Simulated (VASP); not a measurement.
Consider the following.

```xyz
2
Lattice="0.0000 2.2789 2.2789 2.2789 0.0000 2.2789 2.2789 2.2789 0.0000" Properties=species:S:1:pos:R:3 pbc="T T T"
Ta     0.0000     0.0000     0.0000
C      2.2789     2.2789     2.2789
```

The numbers are results of vdW-DF2, VASP's PBE PAW potentials (set 64) (plane waves; VASP 6.6.1), not measurements. Numerical set-up: 520 eV cut-off, 15×15×15 Γ-centred mesh, tetrahedra with Blöchl corrections, potentials Ta_pv C.

Unless said otherwise, spin-orbit coupling is left out, though it shifts the bands of the heavy elements here.

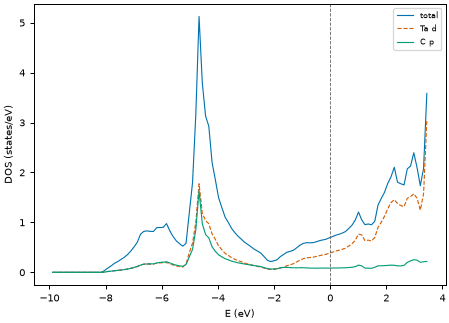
Figure: Total and projected density of states, zero at the Fermi level

Within 2 eV below the Fermi level the largest weight inside VASP's projection spheres is Ta d, then C p.

It has no gap at this level: it comes out as a metal or semimetal.

The compound is TaC in the rock salt structure. It was relaxed first, which changed the volume by +7 %. The electron count is odd and the run is not spin-polarised, which forces a metal.
